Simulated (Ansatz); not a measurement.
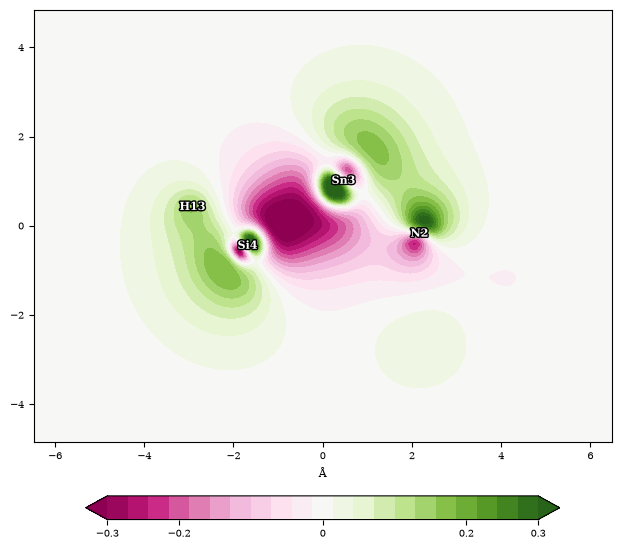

*H9NSi2Sn. The HOMO−1 on the plane of atoms Sn3, Si4 and H13 (values in Å⁻³ᐟ²; the overall sign is arbitrary).*

Core potentials replace the inner electrons of Sn.

All numbers below come from RKS PBE-D4/def2-SVP (Ansatz).

```xyz
13

Si   -1.9092    0.7011    1.1300
N    -0.2032    1.0564    1.0447
Sn    1.2792   -0.2935    0.5101
Si    1.1060   -0.9335   -1.9990
H    -2.5897    1.6038    2.1299
H    -2.6759    0.8400   -0.1702
H    -2.0361   -0.7349    1.5693
H     0.0558    2.0329    0.8642
H     1.0374   -1.6522    1.5525
H     2.7627    0.5180    0.8865
H     1.2551    0.2970   -2.8534
H    -0.2402   -1.5498   -2.2701
H     2.1787   -1.9201   -2.3798
```

**What is the character of this orbital?**

Its weight (Hirshfeld) is mainly on Sn3 (about 30 %) and Si4 (about 30 %). Its energy is −7.23 eV.
